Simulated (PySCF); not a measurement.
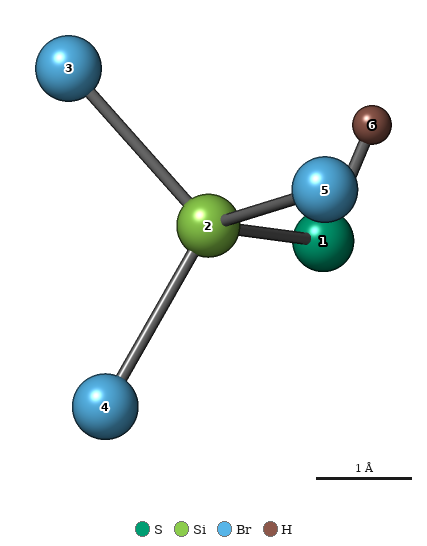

**Figure 1.** The structure as given in the input (ball-and-stick view, seen at a tilt; atoms are numbered from 1 in the order of the input).

# Run report: SiHSBr₃, geometry relaxation

System: SiHSBr₃.
Method: PBE0-D3(BJ)/def2-SVP geometry optimisation from a GFN2-xTB Hessian, gas phase (PySCF 2.14.0).

## Output
```
step      E/eV     max force
  0   -228810.66734   0.9515
  1   -228810.68771   0.2767
  2   -228810.68994   0.1620
  3   -228810.68809   0.1958
  4   -228810.69090   0.0584
  5   -228810.69086   0.0144
```

## Trajectory as extended XYZ (Å, eV, eV/Å), 6 frames, from step=0 to step=5
```
6
Properties=species:S:1:pos:R:3:forces:R:3 step=0 energy=-228810.66734
S     1.3410   -1.1017   -0.5122   -0.8060  -0.3940  -0.3170
Si   -0.4047    0.0445   -0.0240    0.2160   0.0480   0.0640
Br   -0.3097    2.0950   -0.8696    0.0060  -0.1280   0.0510
Br   -2.1577   -0.9995   -0.8657    0.1790  -0.0100  -0.0310
Br   -0.6716    0.2503    2.1706    0.0490  -0.0260  -0.1200
H     2.2059   -0.2866    0.0794    0.3560   0.5100   0.3520
6
Properties=species:S:1:pos:R:3:forces:R:3 step=1 energy=-228810.68771
S     1.2840   -1.1236   -0.5138    0.1700   0.1880   0.1110
Si   -0.4013    0.0591   -0.0085    0.0170  -0.1000  -0.0640
Br   -0.2978    2.0957   -0.8573    0.0040   0.0300   0.0020
Br   -2.1031   -1.0245   -0.8940   -0.0600   0.0330   0.0220
Br   -0.6430    0.2626    2.1787   -0.0270  -0.0080   0.0100
H     2.1643   -0.2674    0.0735   -0.1050  -0.1440  -0.0800
6
Properties=species:S:1:pos:R:3:forces:R:3 step=2 energy=-228810.68994
S     1.3050   -1.0938   -0.5496    0.1200   0.0640   0.0880
Si   -0.3974    0.0564   -0.0318   -0.0150   0.0210   0.0180
Br   -0.3233    2.0987   -0.8754    0.0010   0.0130   0.0090
Br   -2.1272   -1.0156   -0.8734   -0.0020  -0.0030  -0.0350
Br   -0.6128    0.2549    2.1607   -0.0050  -0.0090   0.0050
H     2.1589   -0.2986    0.1478   -0.0990  -0.0850  -0.0850
6
Properties=species:S:1:pos:R:3:forces:R:3 step=3 energy=-228810.68809
S     1.3123   -1.1238   -0.4871   -0.1100  -0.1290  -0.0980
Si   -0.3991    0.0354   -0.0136   -0.0180   0.0880   0.0430
Br   -0.2739    2.0777   -0.8577    0.0050  -0.0140   0.0040
Br   -2.1410   -0.9996   -0.8785    0.0630  -0.0310  -0.0240
Br   -0.6693    0.2449    2.1727    0.0010  -0.0100   0.0030
H     2.1741   -0.2326    0.0426    0.0580   0.0960   0.0720
6
Properties=species:S:1:pos:R:3:forces:R:3 step=4 energy=-228810.69090
S     1.3018   -1.1106   -0.5209   -0.0310  -0.0350  -0.0270
Si   -0.3989    0.0519   -0.0196   -0.0010   0.0020   0.0030
Br   -0.3013    2.0928   -0.8651    0.0020   0.0040   0.0090
Br   -2.1234   -1.0145   -0.8803    0.0020   0.0020  -0.0170
Br   -0.6393    0.2544    2.1699   -0.0070  -0.0080   0.0000
H     2.1642   -0.2720    0.0943    0.0340   0.0350   0.0320
6
Properties=species:S:1:pos:R:3:forces:R:3 step=5 energy=-228810.69086
S     1.3013   -1.1131   -0.5186    0.0020   0.0050   0.0000
Si   -0.3993    0.0505   -0.0183    0.0000   0.0030  -0.0020
Br   -0.2998    2.0915   -0.8639    0.0030   0.0040   0.0080
Br   -2.1240   -1.0136   -0.8821    0.0070   0.0020  -0.0100
Br   -0.6406    0.2549    2.1710   -0.0090  -0.0110  -0.0020
H     2.1655   -0.2682    0.0904   -0.0030  -0.0020   0.0060
```

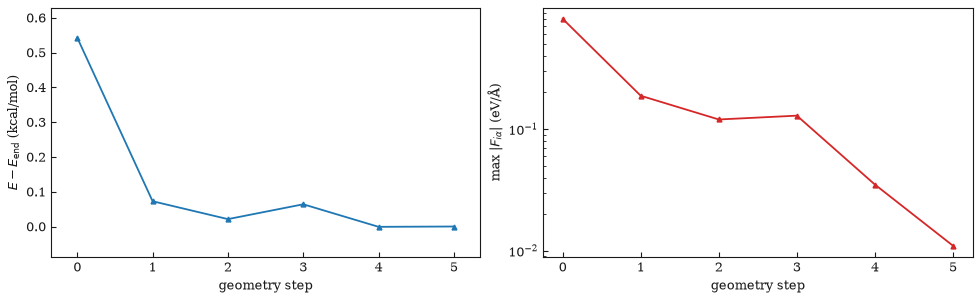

**Figure 2.** Progress of the relaxation, step by step (steps are counted from 0).

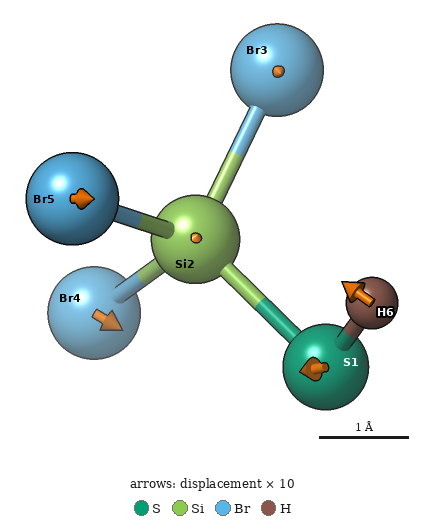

**Figure 3.** The starting structure with the displacements as orange arrows, magnified 10 times (ball-and-stick view, seen at a tilt). The two geometries are laid on each other by the best rigid fit. After 5 geometry steps the energy has fallen by 0.54 kcal/mol. The largest force component goes from 0.81 to 0.011 eV/Å. The atom that moves furthest after the best rigid fit is H6 (0.046 Å). By element the largest moves are H 0.046 Å, S 0.042 Å, Br 0.040 Å, Si 0.010 Å. Among the contacts that change: S1–H6 1.328 → 1.353 Å, S1–Si2 2.145 → 2.120 Å, Si2–Br3 2.220 → 2.211 Å, Si2–Br4 2.207 → 2.203 Å. Among the angles that change: S1–Si2–Br4 107.9° → 105.7°, Si2–S1–H6 95.8° → 93.6°. (Atoms are counted from 1 in the order of the input.)

This output came from the following input.

## Input
```
{"job": {"kind": "geom", "xc": "PBE0", "basis": "def2-SVP", "d3": "d3bj", "grid": 1, "maxiter": 40}, "charge": 0, "multiplicity": 1}
S      1.340993    -1.101741    -0.512243
Si    -0.404727     0.044481    -0.024025
Br    -0.309733     2.094987    -0.869616
Br    -2.157732    -0.999463    -0.865747
Br    -0.671597     0.250308     2.170637
H      2.205920    -0.286581     0.079420
```

The first line tells a small driver script what to run in PySCF; the rest is the geometry in Å.

Launch command:
```bash
OMP_NUM_THREADS=1 python <driver script> task.json out
```

## Key numbers

- outcome: converged
- total energy: −8408.637866 hartree
- hardware: 1 CPU thread, shared host
- wall time: 1.9 min
- peak memory: 0.66 GiB
